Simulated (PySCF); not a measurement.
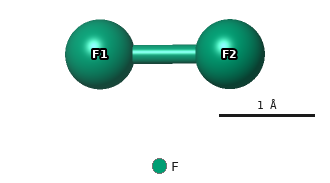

Figure 1. The structure (ball-and-stick view, seen on its broad side; atoms are numbered from 1 in the order of the input). Bond lengths as drawn: F–F 1.38 Å.

## F2: one change and its effect

System: F2, SMILES FF.
Method of the first run: GIAO PBE0/pcSseg-1 NMR shielding, non-relativistic, IEF-PCM methanol (PySCF 2.14.0).

The geometry comes from this level: PBE0-D3(BJ)/def2-SVP. Text and figures count atoms from 1; the logs count them from 0 in places.

### Input file, the first run
```
{"job": {"kind": "nmr", "xc": "PBE0", "basis": "pcSseg-1", "solvent": "methanol", "pop": false}, "charge": 0, "multiplicity": 1}
F      0.696863    -0.028974     0.001658
F     -0.679373     0.000164    -0.013788
```

The first line tells a small driver script what to run in PySCF; the rest is the geometry in Å.

Launched with:
```bash
OMP_NUM_THREADS=1 python <driver script> task.json out
```

Hardware: 1 CPU thread, shared host.

### Output (the first run)
```
coarse grid: 2176 points
cycle   1  E = -199.2728198048  dE =  7.877e-02  |g| = 2.520e-01  |ddm| = 1.183e+00
cycle   2  E = -199.2793066905  dE = -6.487e-03  |g| = 1.204e-01  |ddm| = 1.395e-01
cycle   3  E = -199.2811988907  dE = -1.892e-03  |g| = 1.751e-02  |ddm| = 4.855e-02
cycle   4  E = -199.2812347369  dE = -3.585e-05  |g| = 4.882e-03  |ddm| = 9.527e-03
cycle   5  E = -199.2812376689  dE = -2.932e-06  |g| = 4.520e-05  |ddm| = 2.171e-03
final grid: 23208 points
cycle   6  E = -199.3030684765  dE = -4.788e-06  |g| = 6.270e-04  |ddm| = 3.683e-03
cycle   7  E = -199.3030685028  dE = -2.632e-08  |g| = 4.016e-04  |ddm| = 4.942e-04
cycle   8  E = -199.3030685226  dE = -1.978e-08  |g| = 5.700e-05  |ddm| = 1.958e-04
cycle   9  E = -199.3030685230  dE = -4.314e-10  |g| = 5.920e-06  |ddm| = 2.843e-05
converged SCF energy = -199.3030685230

GIAO shielding tensors (ppm)
atom      isotropic    diamagn.    paramagn.     s11        s22        s33       span
  0 F     -141.631     462.020    -603.651   -456.980   -456.978    489.064    946.044
  1 F     -141.631     462.020    -603.651   -456.980   -456.977    489.064    946.044
```

The input of the second run differs as follows (lines with − go, lines with + come):
```diff
-"solvent": "methanol"
+"solvent": "water"
```

What does this change do to the results?

The total energy is unchanged. No shielding changes by as much as 0.05 ppm. The number of SCF iterations is the same.

### Output (the second run)
```
coarse grid: 2176 points
cycle   1  E = -199.2728246069  dE =  7.876e-02  |g| = 2.520e-01  |ddm| = 1.183e+00
cycle   2  E = -199.2793167503  dE = -6.492e-03  |g| = 1.203e-01  |ddm| = 1.395e-01
cycle   3  E = -199.2812064701  dE = -1.890e-03  |g| = 1.751e-02  |ddm| = 4.852e-02
cycle   4  E = -199.2812423373  dE = -3.587e-05  |g| = 4.875e-03  |ddm| = 9.526e-03
cycle   5  E = -199.2812452608  dE = -2.924e-06  |g| = 4.496e-05  |ddm| = 2.168e-03
final grid: 23208 points
cycle   6  E = -199.3030760958  dE = -4.788e-06  |g| = 6.270e-04  |ddm| = 3.683e-03
cycle   7  E = -199.3030761221  dE = -2.633e-08  |g| = 4.016e-04  |ddm| = 4.942e-04
cycle   8  E = -199.3030761419  dE = -1.977e-08  |g| = 5.700e-05  |ddm| = 1.958e-04
cycle   9  E = -199.3030761423  dE = -4.318e-10  |g| = 5.906e-06  |ddm| = 2.843e-05
converged SCF energy = -199.3030761423

GIAO shielding tensors (ppm)
atom      isotropic    diamagn.    paramagn.     s11        s22        s33       span
  0 F     -141.598     462.020    -603.618   -456.930   -456.928    489.064    945.995
  1 F     -141.598     462.020    -603.618   -456.930   -456.928    489.064    945.995
```

### The two runs side by side

| quantity | the first run | the second run |
| --- | --- | --- |
| outcome | converged | converged |
| total energy (hartree) | −199.303069 | −199.303076 |
| HOMO (eV) | −11.55 | −11.55 |
| LUMO (eV) | −3.23 | −3.23 |
| dipole moment (D) | 0.00 | 0.00 |
| shielding of F1 (ppm) | −141.6 | −141.6 |
| shielding of F2 (ppm) | −141.6 | −141.6 |
| SCF iterations | 9 | 9 |
| basis functions | 34 | 34 |
